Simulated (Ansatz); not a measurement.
# CH2NOSi: the cost of one run

Program: Ansatz 0.2.0. Level of theory: RKS BHLYP-D4/def2-SVP. These are calculated values, not measurements.

### 1 The structure to begin with

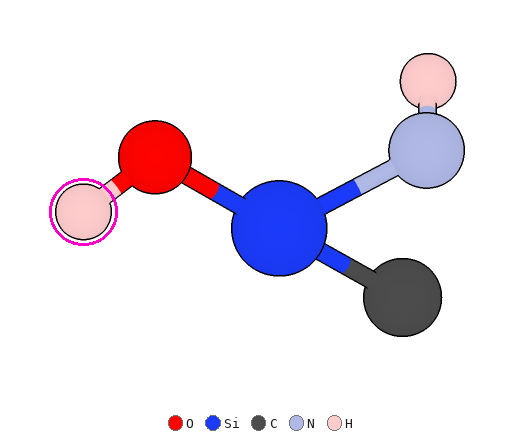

Start, viewed from a chosen angle; oxygen red, silicon blue, carbon dark grey, nitrogen light blue, hydrogen pink. Ringed: H5.

Structure file:

```xyz
6

O    -0.7015    1.2565   -0.9635
Si   -0.4012   -0.1965   -0.1193
C    -0.0420   -1.6916    0.6775
N     0.8099   -0.2596    1.1567
H    -1.4447    1.2003   -1.5571
H     1.7794   -0.3091    0.8056
```

### 2 Relaxing end A

Contents of input.yaml:

```yaml
crystal:
  periodic: [false, false, false]
  atoms:
    - { symbol: O, position_ang: [-0.70146, 1.25648, -0.96345] }
    - { symbol: Si, position_ang: [-0.40121, -0.19648, -0.11933] }
    - { symbol: C, position_ang: [-0.04203, -1.6916, 0.67752] }
    - { symbol: "N", position_ang: [0.80993, -0.25965, 1.1567] }
    - { symbol: H, position_ang: [-1.44468, 1.20032, -1.55709] }
    - { symbol: H, position_ang: [1.77944, -0.30908, 0.80565] }
total_charge: -1
basis:
  gaussian: { orbitals: def2-SVP }
hamiltonian:
  xc: { name: BHLYP }
  dispersion: d4
relax:
  f_tol: 0.02
  max_steps: 50
```

Run with:

```console
$ ansatz run input.yaml --threads 1 --pin off --max-ram 2048MiB --backend cpu --events-out ev --progress --plain --runs-dir out
```

**Question.** How long does this run take on 1 thread of Arm Neoverse V2, shared host, and how much memory does it need?

About 34 s, with a peak of 0.16 GiB.
